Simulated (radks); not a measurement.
# Ionisation of Fe⁸⁺: one atom, several choices of relativity

How much does the choice of relativity matter for taking an electron from Fe⁸⁺? Both Fe⁸⁺ ([Ar]) and Fe⁹⁺ ([Ne] 3s2 3p5) are run for each choice.

Program: radks (a radial shooting solver on a logarithmic mesh, Libxc functionals) version 1. Level of theory: Kohn-Sham, PBE, spin-unpolarised, spherical densities. These are calculated values, not measurements, unless marked.

### Step 1. Starting point

- element: iron (Z = 26)
- charge: +8
- electrons: 18
- configuration: [Ar]
- ion: Fe⁹⁺, [Ne] 3s2 3p5
- choices: non-relativistic; scalar-relativistic; Dirac, 2j+1 shares; Dirac, low j first; scalar-relativistic, finite nucleus; Dirac, 2j+1 shares, finite nucleus; Dirac, c × 2; Dirac, c × 5; Dirac, c × 0.75

### Step 2. non-relativistic: Fe⁸⁺

The run's settings:

```text
Z 26
configuration [Ar]
relativity non-relativistic
functional pbe,pbe
spin unpolarised
nucleus point
```

### Step 3. non-relativistic: Fe⁹⁺

The run's settings:

```text
Z 26
configuration [Ne] 3s2 3p5
relativity non-relativistic
functional pbe,pbe
spin unpolarised
nucleus point
```

### Step 4. scalar-relativistic: Fe⁸⁺

The run's settings:

```text
Z 26
configuration [Ar]
relativity scalar-relativistic
functional pbe,pbe
spin unpolarised
nucleus point
c 137.035999084
```

### Step 5. scalar-relativistic: Fe⁹⁺

Changes since step 4:

```diff
@@ -1,3 +1,3 @@
 Z 26
-configuration [Ar]
+configuration [Ne] 3s2 3p5
 relativity scalar-relativistic
```

### Step 6. Dirac, 2j+1 shares: Fe⁸⁺

The run's settings:

```text
Z 26
configuration [Ar]
relativity Dirac
functional pbe,pbe
spin unpolarised
j_filling average
nucleus point
c 137.035999084
```

### Step 7. Dirac, 2j+1 shares: Fe⁹⁺

Changes since step 6:

```diff
@@ -1,3 +1,3 @@
 Z 26
-configuration [Ar]
+configuration [Ne] 3s2 3p5
 relativity Dirac
```

### Step 8. Dirac, low j first: Fe⁸⁺

The run's settings:

```text
Z 26
configuration [Ar]
relativity Dirac
functional pbe,pbe
spin unpolarised
j_filling energy
nucleus point
c 137.035999084
```

### Step 9. Dirac, low j first: Fe⁹⁺

Changes since step 8:

```diff
@@ -1,3 +1,3 @@
 Z 26
-configuration [Ar]
+configuration [Ne] 3s2 3p5
 relativity Dirac
```

### Step 10. scalar-relativistic, finite nucleus: Fe⁸⁺

The run's settings:

```text
Z 26
configuration [Ar]
relativity scalar-relativistic
functional pbe,pbe
spin unpolarised
nucleus finite rms 3.7377 fm
c 137.035999084
```

### Step 11. scalar-relativistic, finite nucleus: Fe⁹⁺

Changes since step 10:

```diff
@@ -1,3 +1,3 @@
 Z 26
-configuration [Ar]
+configuration [Ne] 3s2 3p5
 relativity scalar-relativistic
```

### Step 12. Dirac, 2j+1 shares, finite nucleus: Fe⁸⁺

The run's settings:

```text
Z 26
configuration [Ar]
relativity Dirac
functional pbe,pbe
spin unpolarised
j_filling average
nucleus finite rms 3.7377 fm
c 137.035999084
```

### Step 13. Dirac, 2j+1 shares, finite nucleus: Fe⁹⁺

Changes since step 12:

```diff
@@ -1,3 +1,3 @@
 Z 26
-configuration [Ar]
+configuration [Ne] 3s2 3p5
 relativity Dirac
```

### Step 14. Dirac, c × 2: Fe⁸⁺

The run's settings:

```text
Z 26
configuration [Ar]
relativity Dirac
functional pbe,pbe
spin unpolarised
j_filling average
nucleus point
c 274.072
```

### Step 15. Dirac, c × 2: Fe⁹⁺

Changes since step 14:

```diff
@@ -1,3 +1,3 @@
 Z 26
-configuration [Ar]
+configuration [Ne] 3s2 3p5
 relativity Dirac
```

### Step 16. Dirac, c × 5: Fe⁸⁺

The run's settings:

```text
Z 26
configuration [Ar]
relativity Dirac
functional pbe,pbe
spin unpolarised
j_filling average
nucleus point
c 685.18
```

### Step 17. Dirac, c × 5: Fe⁹⁺

Changes since step 16:

```diff
@@ -1,3 +1,3 @@
 Z 26
-configuration [Ar]
+configuration [Ne] 3s2 3p5
 relativity Dirac
```

### Step 18. Dirac, c × 0.75: Fe⁸⁺

The run's settings:

```text
Z 26
configuration [Ar]
relativity Dirac
functional pbe,pbe
spin unpolarised
j_filling average
nucleus point
c 102.777
```

### Step 19. Dirac, c × 0.75: Fe⁹⁺

Changes since step 18:

```diff
@@ -1,3 +1,3 @@
 Z 26
-configuration [Ar]
+configuration [Ne] 3s2 3p5
 relativity Dirac
```

What does the calculation give? Wanted: for each run, relativity; E(Fe⁸⁺); Δ-SCF; −ε(HOMO); <r> HOMO; error.

**Answer**, as computed:

| relativity | E(Fe⁸⁺) (hartree) | Δ-SCF (eV) | −ε(HOMO) (eV) | <r> HOMO (bohr) | error (eV) |
| --- | --- | --- | --- | --- | --- |
| non-relativistic | -1242.68734 | 234.37 | 219.98 | 0.7617 | +0.77 |
| scalar-relativistic | -1251.91446 | 234.84 | 220.44 | 0.7594 | +1.24 |
| Dirac, 2j+1 shares | -1251.94061 | 234.85 | 219.75 | 0.7614 | +1.25 |
| Dirac, low j first | -1251.94061 | 234.15 | 219.75 | 0.7614 | +0.55 |
| scalar-relativistic, finite nucleus | -1251.91032 | 234.84 | 220.44 | 0.7594 | +1.24 |
| Dirac, 2j+1 shares, finite nucleus | -1251.93646 | 234.85 | 219.75 | 0.7614 | +1.25 |
| Dirac, c × 2 | -1244.97033 | 234.49 | 219.92 | 0.7617 | +0.89 |
| Dirac, c × 5 | -1243.05129 | 234.39 | 219.97 | 0.7617 | +0.79 |
| Dirac, c × 0.75 | -1259.36928 | 235.23 | 219.57 | 0.7612 | +1.63 |

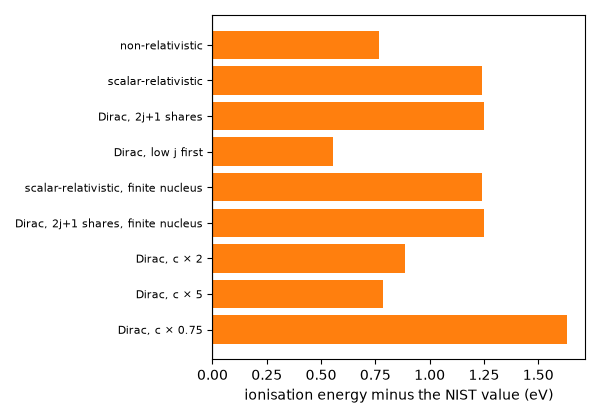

Each choice against the tabulated value.

In words: The NIST Atomic Spectra Database lists 233.6 eV (semi-empirical). Nearest is Dirac, low j first (+0.55 eV off), farthest Dirac, 2j+1 shares, finite nucleus (+1.25 eV). Runs with a scaled speed of light are not ranked. The ionisation energies span 1.08 eV, the total energies of Fe⁸⁺ 454 eV (scaled speeds of light included): most of the change in the total cancels in the difference. From the non-relativistic level to Dirac, 2j+1 shares, finite nucleus the 1s level goes from -7114.0 to -7177.8 eV and the ionisation energy moves by +0.48 eV. Levels marked c × scale the speed of light and are no model of nature. Spin polarisation and multiplet splitting of open shells are left out at every level.
